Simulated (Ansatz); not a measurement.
Geometry relaxation, with input and output: Al$_{18}$HCl (part 1 of 3)

The run: geometry relaxation of Al$_{18}$HCl (slab, 20 atoms in the cell). Method and program: DFT PBE-D3(BJ), scalar-relativistic, plane waves, PAW, no spin polarisation (Ansatz 0.2.0).

The input holds or restrains some coordinates. Forces given for the steps count only the free coordinates. It belongs to a series of runs on one base structure; here: end point B relaxed. Figures and captions count atoms from 1; the log counts them from 0 in places.

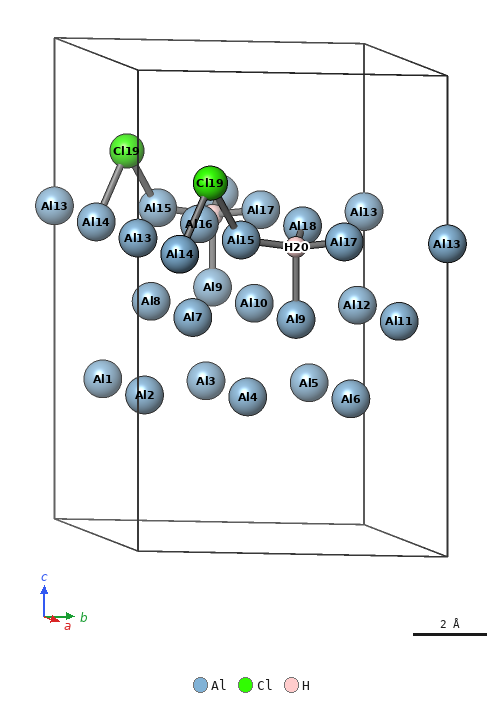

Fig. 1: The starting structure (ball-and-stick view of the cell of the calculation, with the vacuum cut short, seen slightly off an axis; atoms are numbered from 1 in the order of the input). An atom can appear more than once, as a periodic image.

Input:
```yaml
crystal:
  lattice:
    - [5.727565, 0.0, 0.0]
    - [4.295674, 7.440325, 0.0]
    - [0.0, 0.0, 15.676537]
  atoms:
    - { symbol: Al, position: [0.16666666, 0.11111111, 0.0637896] }
    - { symbol: Al, position: [0.66666665, 0.11111111, 0.0637896] }
    - { symbol: Al, position: [0.16666664, 0.44444445, 0.0637896] }
    - { symbol: Al, position: [0.66666663, 0.44444445, 0.0637896] }
    - { symbol: Al, position: [0.16666662, 0.77777779, 0.0637896] }
    - { symbol: Al, position: [0.66666661, 0.77777779, 0.0637896] }
    - { symbol: Al, position: [-0.16666668, 0.22222223, 0.21294681] }
    - { symbol: Al, position: [0.33333332, 0.22222223, 0.21294681] }
    - { symbol: Al, position: [-0.1666667, 0.55555556, 0.21294681] }
    - { symbol: Al, position: [0.33333329, 0.55555556, 0.21294681] }
    - { symbol: Al, position: [-0.16666672, 0.8888889, 0.21294681] }
    - { symbol: Al, position: [0.33333327, 0.8888889, 0.21294681] }
    - { symbol: Al, position: [0.0, 0.0, 0.36210403] }
    - { symbol: Al, position: [0.49999999, 0.0, 0.36210403] }
    - { symbol: Al, position: [-2.0e-08, 0.33333334, 0.36210403] }
    - { symbol: Al, position: [0.49999997, 0.33333334, 0.36210403] }
    - { symbol: Al, position: [-4.0e-08, 0.66666668, 0.36210403] }
    - { symbol: Al, position: [0.49999995, 0.66666668, 0.36210403] }
    - { symbol: Cl, position: [0.24999999, 0.16666667, 0.47628741] }
    - { symbol: H, position: [-0.1666667, 0.55555556, 0.34232925] }
basis:
  ecutwfc: 420.0
kpoints:
  mp_grid: { grid: [3, 2, 1] }
hamiltonian:
  xc: pbe
  dispersion: d3bj
scf:
  occupations: { method: gaussian, width: 0.15 }
  lower_state_search: "off"
relax:
  f_tol: 0.03
  max_steps: 60
  adjacent_minimum: "off"
  constraints: [{ sites: [0, 1, 2, 3, 4, 5] }]
output:
  write_density: true
  write_potential: true
  elf: true
  volumetric_format: npy
```

Launched with:
```bash
ansatz run input.yaml --threads 1 --pin off --max-ram 3072MiB --backend cpu --events-out ev --progress --plain --runs-dir out
```

What the program printed:
```
Engine: ansatz 0.2.0, aarch64-unknown-linux-gnu
Pseudopotentials: kind: paw
Pseudopotential: Al, paw, valence charge 3, recommended cutoff 420 eV (normal), Al.paw.azcp
Pseudopotential: Cl, paw, valence charge 7, recommended cutoff 420 eV (normal), Cl.paw.azcp
Pseudopotential: H, paw, valence charge 1, recommended cutoff 420 eV (normal), H.paw.azcp
Functional definition: PBE
  parameter kappa = 0.804
  parameter beta = 0.06672455060314922
  exchange = pbe_x(kappa = kappa, mu = beta*pi^2/3)
  correlation = pbe_c(beta = beta)
Crystal: 20 atoms, lattice volume = 668.055 Å³
Basis set: ecut = 420 eV, 13083 PW (Γ), exchange–correlation on 80×120×216 points (8 copies of the dense FFT grid, shifted against one another)
Bands: 51, of which v1, the nominal top of the filled ones, is band 31 counted from 1 (30 counted from 0)
Symmetry: 1 space group operations
Space group: P1 (ITA 1), of the structure as read, at distance tolerance 8.7e-5 Å
k-points: 4 of 6 (time reversal used)
Non-local potential: Al, projectors of the file, l = 0: 2, l = 1: 2, l = 2: 1
Non-local potential: Cl, projectors of the file, l = 0: 2, l = 1: 2, l = 2: 2
Non-local potential: H, projectors of the file, l = 0: 2, l = 1: 1
PAW form: soft (Blöchl's): semilocal exchange-correlation on the pseudo side does not see the compensation charge
PAW one-centre angular grid: Al, 110 points (default); XC on 64 Gauss nodes
PAW one-centre angular grid: Cl, 110 points (default); XC on 64 Gauss nodes
PAW one-centre angular grid: H, 110 points (default); XC on 64 Gauss nodes
Initial density: superposition of atomic densities (neutral atoms: chi_scale 0, normalization atom), corrected by the library's trained network
Initial wavefunctions: pseudopotential atomic-orbital guess
Functional: x = pbe(κ = 0.804, μ = 0.2195149727645171), c = pbe(β = 0.06672455060314922)
SCF iter   1: F=—  HF=-10771.306238 eV  |F-HF|=—  |Δ(HF+E_count)|=         —  Δρ=3.02e-3  dr2=5.12e-1  ethr=1.77e-3  ⟨swp⟩=14.8  Hψ=1413  notcnv=0
preconditioner: auto → LDOS  [metal: Δε(μ)=0.071 eV  Ē_g=6.557 eV  σ=0.150 eV  W_gap=0.25  n_scr=70 (ndim 8)  ℏωp=11.1 eV  f_vac=0.375  D(μ)=9.98/eV (n_scr^D=52)  β→1.0]
SCF iter   2: F=—  HF=-10771.250262 eV  |F-HF|=—  |Δ(HF+E_count)|=   5.60e-2  Δρ=1.37e-3  dr2=2.74e-2  ethr=8.25e-4  ⟨swp⟩=1.5  Hψ=275  notcnv=0  defer=12
SCF iter   3: F=—  HF=-10771.249299 eV  |F-HF|=—  |Δ(HF+E_count)|=   9.63e-4  Δρ=4.66e-4  dr2=1.09e-2  ethr=4.42e-5  ⟨swp⟩=2.0  Hψ=279  notcnv=0  defer=12
SCF iter   4: F=—  HF=-10771.248680 eV  |F-HF|=—  |Δ(HF+E_count)|=   6.19e-4  Δρ=1.86e-4  dr2=1.73e-3  ethr=1.76e-5  ⟨swp⟩=2.0  Hψ=249  notcnv=0  defer=9
SCF iter   5: F=—  HF=-10771.248511 eV  |F-HF|=—  |Δ(HF+E_count)|=   1.69e-4  Δρ=5.91e-5  dr2=1.34e-4  ethr=2.79e-6  ⟨swp⟩=2.2  Hψ=280  notcnv=0  defer=8
SCF iter   6: F=-10771.248496 eV  HF=-10771.248504 eV  |F-HF|=8.34e-6  |Δ(HF+E_count)|=   6.58e-6  Δρ=2.00e-5  dr2=1.12e-5  ethr=3.63e-8  ⟨swp⟩=11.0  Hψ=1681  notcnv=0
SCF 1 converged in 6 iterations: F = -10771.248496 eV  dr2 = 1.12e-5
  greatest PAW one-centre occupation: 0.914 electrons in one spin orbital (limit 2), on the Cl atom at site 18 (counted from 0), in its partial waves of l = 0
relax step   1: F+E_penalty+E_count = -10771.24849589 eV  Δ(F+E_penalty+E_count) = +0.000e0 eV  max|allowed force component| = 1.820e0 eV/Å  Δτ_max = 0.0000 Å  (6 SCF iters, dr2 threshold 2.25e-5 eV, accepted)
Initial density: handed on by an earlier stage of this run
Initial wavefunctions: those handed on with the density
iter 1 solved again at ethr=3.80e-4 eV; its pass at ethr=3.10e-3 eV (dr2=2.36e-1 eV) is discarded
SCF iter   1: F=—  HF=-10771.852469 eV  |F-HF|=—  |Δ(HF+E_count)|=         —  Δρ=3.65e-3  dr2=2.38e-1  ethr=3.80e-4  ⟨swp⟩=1.2  Hψ=828  notcnv=0  defer=43
preconditioner: auto → LDOS  [metal: Δε(μ)=0.066 eV  Ē_g=6.512 eV  σ=0.150 eV  W_gap=0.24  n_scr=70 (ndim 8)  ℏωp=11.1 eV  f_vac=0.377  D(μ)=10.49/eV (n_scr^D=52)  β→1.0]
SCF iter   2: F=—  HF=-10771.809719 eV  |F-HF|=—  |Δ(HF+E_count)|=   4.28e-2  Δρ=2.17e-3  dr2=8.61e-2  ethr=3.80e-4  ⟨swp⟩=2.0  Hψ=283  notcnv=0  defer=43
SCF iter   3: F=—  HF=-10771.794137 eV  |F-HF|=—  |Δ(HF+E_count)|=   1.56e-2  Δρ=6.59e-4  dr2=9.59e-3  ethr=1.39e-4  ⟨swp⟩=2.0  Hψ=328  notcnv=0  defer=43
SCF iter   4: F=—  HF=-10771.792294 eV  |F-HF|=—  |Δ(HF+E_count)|=   1.84e-3  Δρ=2.72e-4  dr2=1.43e-3  ethr=1.55e-5  ⟨swp⟩=2.0  Hψ=273  notcnv=0  defer=43
SCF iter   5: F=—  HF=-10771.791980 eV  |F-HF|=—  |Δ(HF+E_count)|=   3.14e-4  Δρ=9.21e-5  dr2=2.09e-4  ethr=2.31e-6  ⟨swp⟩=2.0  Hψ=286  notcnv=0  defer=43
SCF iter   6: F=-10771.791930 eV  HF=-10771.791950 eV  |F-HF|=2.07e-5  |Δ(HF+E_count)|=   2.97e-5  Δρ=3.27e-5  dr2=2.62e-5  ethr=1.61e-7  ⟨swp⟩=11.5  Hψ=1801  notcnv=0
SCF 2 converged in 6 iterations: F = -10771.791930 eV  dr2 = 2.62e-5
  greatest PAW one-centre occupation: 0.912 electrons in one spin orbital (limit 2), on the Cl atom at site 18 (counted from 0), in its partial waves of l = 0
relax step   2: F+E_penalty+E_count = -10771.79192955 eV  Δ(F+E_penalty+E_count) = -5.434e-1 eV  max|allowed force component| = 6.256e-1 eV/Å  Δτ_max = 0.1980 Å  (6 SCF iters, dr2 threshold 1.00e-4 eV, accepted)
SCF iter   1: F=—  HF=-10771.887625 eV  |F-HF|=—  |Δ(HF+E_count)|=         —  Δρ=2.24e-3  dr2=4.48e-2  ethr=1.07e-3  ⟨swp⟩=3.2  Hψ=456  notcnv=0  defer=47
preconditioner: auto → LDOS  [metal: Δε(μ)=0.055 eV  Ē_g=6.499 eV  σ=0.150 eV  W_gap=0.20  n_scr=70 (ndim 8)  ℏωp=11.1 eV  f_vac=0.377  D(μ)=10.97/eV (n_scr^D=58)  β→1.0]
SCF iter   2: F=—  HF=-10771.878265 eV  |F-HF|=—  |Δ(HF+E_count)|=   9.36e-3  Δρ=8.24e-4  dr2=1.77e-2  ethr=7.22e-5  ⟨swp⟩=2.0  Hψ=356  notcnv=0  defer=47
SCF iter   3: F=—  HF=-10771.876267 eV  |F-HF|=—  |Δ(HF+E_count)|=   2.00e-3  Δρ=3.31e-4  dr2=1.78e-3  ethr=2.86e-5  ⟨swp⟩=2.0  Hψ=278  notcnv=0  defer=47
SCF iter   4: F=—  HF=-10771.875896 eV  |F-HF|=—  |Δ(HF+E_count)|=   3.71e-4  Δρ=1.16e-4  dr2=3.42e-4  ethr=2.87e-6  ⟨swp⟩=2.0  Hψ=287  notcnv=0  defer=47
SCF iter   5: F=—  HF=-10771.875844 eV  |F-HF|=—  |Δ(HF+E_count)|=   5.18e-5  Δρ=3.84e-5  dr2=5.56e-5  ethr=5.52e-7  ⟨swp⟩=2.2  Hψ=272  notcnv=0  defer=47
SCF iter   6: F=-10771.875836 eV  HF=-10771.875837 eV  |F-HF|=1.04e-6  |Δ(HF+E_count)|=   7.38e-6  Δρ=9.61e-6  dr2=1.67e-6  ethr=3.94e-8  ⟨swp⟩=12.8  Hψ=1616  notcnv=0
SCF 3 converged in 6 iterations: F = -10771.875836 eV  dr2 = 1.67e-6
  Residual-converged pass: ⟨swp⟩=1.0  Hψ=220  notcnv=0  max |occ|·‖R‖ = 6.9e-9 eV (tolerance 1.0e-8 eV)  dr2=1.67e-6  dr2_onsite=1.38e-8  max |Δocc| = 5.7e-11
relax step   3: F+E_penalty+E_count = -10771.87583575 eV  Δ(F+E_penalty+E_count) = -8.391e-2 eV  max|allowed force component| = 2.232e-1 eV/Å  Δτ_max = 0.0895 Å  (6 SCF iters, dr2 threshold 2.45e-5 eV, accepted)
[...]
preconditioner: auto → LDOS  [metal: Δε(μ)=0.044 eV  Ē_g=6.467 eV  σ=0.150 eV  W_gap=0.17  n_scr=70 (ndim 8)  ℏωp=11.1 eV  f_vac=0.374  D(μ)=11.53/eV (n_scr^D=66)  β→1.0]
  greatest PAW one-centre occupation: 0.911 electrons in one spin orbital (limit 2), on the Cl atom at site 18 (counted from 0), in its partial waves of l = 0
relax step   4: F+E_penalty+E_count = -10771.90058199 eV  Δ(F+E_penalty+E_count) = -2.475e-2 eV  max|allowed force component| = 9.981e-2 eV/Å  Δτ_max = 0.1762 Å  (7 SCF iters, dr2 threshold 5.89e-6 eV, accepted)
preconditioner: auto → LDOS  [metal: Δε(μ)=0.053 eV  Ē_g=6.443 eV  σ=0.150 eV  W_gap=0.20  n_scr=70 (ndim 8)  ℏωp=11.1 eV  f_vac=0.372  D(μ)=11.55/eV (n_scr^D=66)  β→1.0]
relax step   5: F+E_penalty+E_count = -10771.91197219 eV  Δ(F+E_penalty+E_count) = -1.139e-2 eV  max|allowed force component| = 7.171e-2 eV/Å  Δτ_max = 0.0889 Å  (7 SCF iters, dr2 threshold 1.27e-6 eV, accepted)
preconditioner: auto → LDOS  [metal: Δε(μ)=0.056 eV  Ē_g=6.415 eV  σ=0.150 eV  W_gap=0.20  n_scr=70 (ndim 8)  ℏωp=11.1 eV  f_vac=0.369  D(μ)=10.34/eV (n_scr^D=52)  β→1.0]
relax step   6: F+E_penalty+E_count = -10771.89297336 eV  Δ(F+E_penalty+E_count) = +1.900e-2 eV  max|allowed force component| = 2.064e-1 eV/Å  Δτ_max = 0.2000 Å  (7 SCF iters, dr2 threshold 1.03e-6 eV, rejected (line search))
preconditioner: auto → LDOS  [metal: Δε(μ)=0.067 eV  Ē_g=6.429 eV  σ=0.150 eV  W_gap=0.25  n_scr=70 (ndim 8)  ℏωp=11.1 eV  f_vac=0.371  D(μ)=11.51/eV (n_scr^D=66)  β→1.0]
relax step   7: F+E_penalty+E_count = -10771.92469804 eV  Δ(F+E_penalty+E_count) = -1.273e-2 eV  max|allowed force component| = 5.947e-2 eV/Å  Δτ_max = 0.0966 Å  (8 SCF iters, accepted)
preconditioner: auto → LDOS  [metal: Δε(μ)=0.081 eV  Ē_g=6.424 eV  σ=0.150 eV  W_gap=0.30  n_scr=70 (ndim 8)  ℏωp=11.1 eV  f_vac=0.371  D(μ)=11.47/eV (n_scr^D=66)  β→1.0]
relax step   8: F+E_penalty+E_count = -10771.92780092 eV  Δ(F+E_penalty+E_count) = -3.103e-3 eV  max|allowed force component| = 8.171e-2 eV/Å  Δτ_max = 0.0459 Å  (6 SCF iters, dr2 threshold 1.83e-6 eV, accepted)
preconditioner: auto → LDOS  [metal: Δε(μ)=0.123 eV  Ē_g=6.430 eV  σ=0.150 eV  W_gap=0.43  n_scr=70 (ndim 8)  ℏωp=11.1 eV  f_vac=0.370  D(μ)=11.06/eV (n_scr^D=58)  β→1.0]
relax step   9: F+E_penalty+E_count = -10771.93208553 eV  Δ(F+E_penalty+E_count) = -4.285e-3 eV  max|allowed force component| = 7.828e-2 eV/Å  Δτ_max = 0.1495 Å  (6 SCF iters, dr2 threshold 4.59e-6 eV, accepted)
preconditioner: auto → LDOS  [metal: Δε(μ)=0.109 eV  Ē_g=6.430 eV  σ=0.150 eV  W_gap=0.39  n_scr=70 (ndim 8)  ℏωp=11.1 eV  f_vac=0.371  D(μ)=11.16/eV (n_scr^D=62)  β→1.0]
relax step  10: F+E_penalty+E_count = -10771.93581604 eV  Δ(F+E_penalty+E_count) = -3.731e-3 eV  max|allowed force component| = 4.856e-2 eV/Å  Δτ_max = 0.0454 Å  (6 SCF iters, dr2 threshold 5.63e-6 eV, accepted)
preconditioner: auto → LDOS  [metal: Δε(μ)=0.108 eV  Ē_g=6.430 eV  σ=0.150 eV  W_gap=0.39  n_scr=70 (ndim 8)  ℏωp=11.1 eV  f_vac=0.371  D(μ)=10.95/eV (n_scr^D=58)  β→1.0]
relax step  11: F+E_penalty+E_count = -10771.93768547 eV  Δ(F+E_penalty+E_count) = -1.869e-3 eV  max|allowed force component| = 1.712e-2 eV/Å  Δτ_max = 0.0322 Å  (6 SCF iters, dr2 threshold 9.07e-7 eV, accepted)
preconditioner: auto → LDOS  [metal: Δε(μ)=0.109 eV  Ē_g=6.430 eV  σ=0.150 eV  W_gap=0.39  n_scr=70 (ndim 8)  ℏωp=11.1 eV  f_vac=0.371  D(μ)=10.95/eV (n_scr^D=58)  β→1.0]
relax step  12: F+E_penalty+E_count = -10771.93768551 eV  Δ(F+E_penalty+E_count) = -4.003e-8 eV  max|allowed force component| = 1.713e-2 eV/Å  Δτ_max = 0.0000 Å  (2 SCF iters, accepted)
preconditioner: auto → LDOS  [metal: Δε(μ)=0.123 eV  Ē_g=6.429 eV  σ=0.150 eV  W_gap=0.43  n_scr=70 (ndim 8)  ℏωp=11.1 eV  f_vac=0.371  D(μ)=10.75/eV (n_scr^D=54)  β→1.0]
relax step  13: F+E_penalty+E_count = -10771.93922506 eV  Δ(F+E_penalty+E_count) = -1.540e-3 eV  max|allowed force component| = 4.189e-2 eV/Å  Δτ_max = 0.0945 Å  (7 SCF iters, accepted)
preconditioner: auto → LDOS  [metal: Δε(μ)=0.139 eV  Ē_g=6.417 eV  σ=0.150 eV  W_gap=0.49  n_scr=70 (ndim 8)  ℏωp=11.1 eV  f_vac=0.370  D(μ)=10.54/eV (n_scr^D=54)  β→1.0]
relax step  14: F+E_penalty+E_count = -10771.94118231 eV  Δ(F+E_penalty+E_count) = -1.957e-3 eV  max|allowed force component| = 5.621e-2 eV/Å  Δτ_max = 0.0946 Å  (6 SCF iters, dr2 threshold 1.75e-6 eV, accepted)
preconditioner: auto → LDOS  [metal: Δε(μ)=0.143 eV  Ē_g=6.406 eV  σ=0.150 eV  W_gap=0.49  n_scr=70 (ndim 8)  ℏωp=11.1 eV  f_vac=0.369  D(μ)=10.47/eV (n_scr^D=52)  β→1.0]
relax step  15: F+E_penalty+E_count = -10771.94326469 eV  Δ(F+E_penalty+E_count) = -2.082e-3 eV  max|allowed force component| = 7.440e-2 eV/Å  Δτ_max = 0.0977 Å  (6 SCF iters, dr2 threshold 3.16e-6 eV, accepted)
preconditioner: auto → LDOS  [metal: Δε(μ)=0.142 eV  Ē_g=6.399 eV  σ=0.150 eV  W_gap=0.49  n_scr=70 (ndim 8)  ℏωp=11.1 eV  f_vac=0.369  D(μ)=10.47/eV (n_scr^D=52)  β→1.0]
relax step  16: F+E_penalty+E_count = -10771.94527483 eV  Δ(F+E_penalty+E_count) = -2.010e-3 eV  max|allowed force component| = 7.679e-2 eV/Å  Δτ_max = 0.0411 Å  (5 SCF iters, dr2 threshold 5.53e-6 eV, accepted)
preconditioner: auto → LDOS  [insulator: Δε(μ)=0.150 eV  Ē_g=6.400 eV  σ=0.150 eV  W_gap=0.51  n_scr=70 (ndim 8)  ℏωp=11.1 eV  f_vac=0.368  D(μ)=10.32/eV (n_scr^D=52)  ε∞_Penn≈4.0  β→1.0]
relax step  17: F+E_penalty+E_count = -10771.94637596 eV  Δ(F+E_penalty+E_count) = -1.101e-3 eV  max|allowed force component| = 1.194e-1 eV/Å  Δτ_max = 0.1320 Å  (6 SCF iters, dr2 threshold 5.90e-6 eV, accepted)
preconditioner: auto → LDOS  [metal: Δε(μ)=0.143 eV  Ē_g=6.383 eV  σ=0.150 eV  W_gap=0.48  n_scr=70 (ndim 8)  ℏωp=11.1 eV  f_vac=0.366  D(μ)=10.47/eV (n_scr^D=52)  β→1.0]
  greatest PAW one-centre occupation: 0.910 electrons in one spin orbital (limit 2), on the Cl atom at site 18 (counted from 0), in its partial waves of l = 0
relax step  18: F+E_penalty+E_count = -10771.95654303 eV  Δ(F+E_penalty+E_count) = -1.017e-2 eV  max|allowed force component| = 1.172e-1 eV/Å  Δτ_max = 0.1990 Å  (6 SCF iters, dr2 threshold 1.43e-5 eV, accepted)
preconditioner: auto → LDOS  [metal: Δε(μ)=0.115 eV  Ē_g=6.352 eV  σ=0.150 eV  W_gap=0.39  n_scr=70 (ndim 8)  ℏωp=11.1 eV  f_vac=0.363  D(μ)=11.19/eV (n_scr^D=62)  β→1.0]
relax step  19: F+E_penalty+E_count = -10771.96862342 eV  Δ(F+E_penalty+E_count) = -1.208e-2 eV  max|allowed force component| = 1.720e-1 eV/Å  Δτ_max = 0.1956 Å  (6 SCF iters, dr2 threshold 1.32e-5 eV, accepted)
preconditioner: auto → LDOS  [metal: Δε(μ)=0.041 eV  Ē_g=6.341 eV  σ=0.150 eV  W_gap=0.15  n_scr=70 (ndim 8)  ℏωp=11.1 eV  f_vac=0.362  D(μ)=12.65/eV (n_scr^D=72)  β→1.0]
  Residual-converged pass: ⟨swp⟩=1.0  Hψ=220  notcnv=0  max |occ|·‖R‖ = 7.0e-9 eV (tolerance 1.0e-8 eV)  dr2=9.46e-6  dr2_onsite=9.92e-8  max |Δocc| = 1.3e-10
relax step  20: F+E_penalty+E_count = -10771.95144269 eV  Δ(F+E_penalty+E_count) = +1.718e-2 eV  max|allowed force component| = 1.575e-1 eV/Å  Δτ_max = 0.0950 Å  (6 SCF iters, dr2 threshold 2.85e-5 eV, rejected (line search))
preconditioner: auto → LDOS  [metal: Δε(μ)=0.116 eV  Ē_g=6.334 eV  σ=0.150 eV  W_gap=0.39  n_scr=70 (ndim 8)  ℏωp=11.1 eV  f_vac=0.362  D(μ)=11.27/eV (n_scr^D=66)  β→1.0]
```
